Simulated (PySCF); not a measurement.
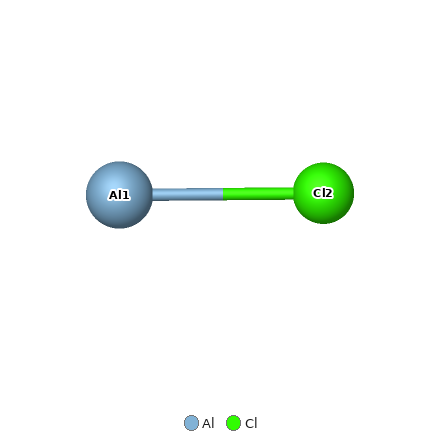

AlCl (aluminum monochloride), singlet. Vertical core-electron binding energies by ΔSCF (SCAN, pcX-2 on the ionised atom, pcseg-1 elsewhere, spin-free X2C; PySCF, at a PBE0-D3(BJ)/def2-SVP geometry (no frequency check)), gas phase, against the vacuum level. One atom of each kind was ionised; within a panel, areas follow the number of like atoms and 2j + 1 (2p levels are split by first-order spin-orbit coupling, an approximation), each panel is scaled alone, Gaussians of 0.4 eV full width. Only the regions named are shown.

### Predict the Cl 2p, Al 2p and Al 1s photoelectron lines.

```tsv
level	atoms	binding energy (eV)
Cl 2p1/2	Cl2	207.1
Cl 2p3/2	Cl2	205.4
Al 2p1/2	Al1	82.5
Al 2p3/2	Al1	82.1
Al 1s	Al1	1568.7
```

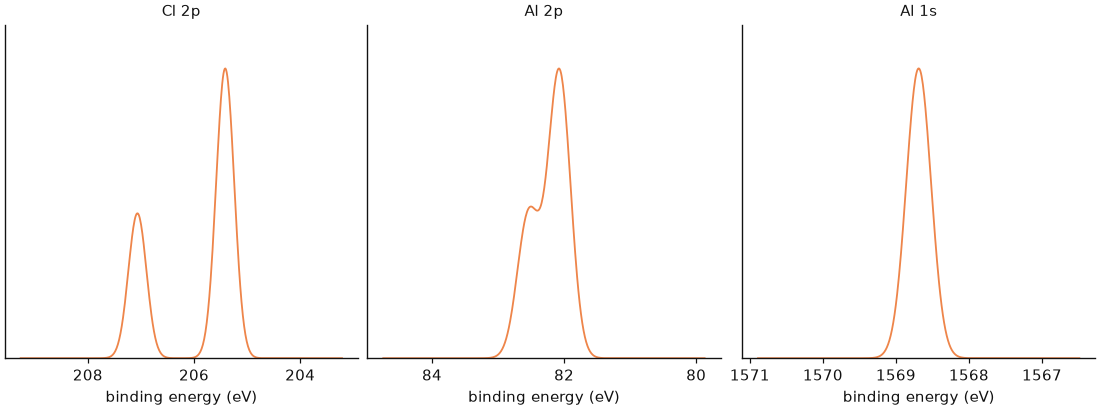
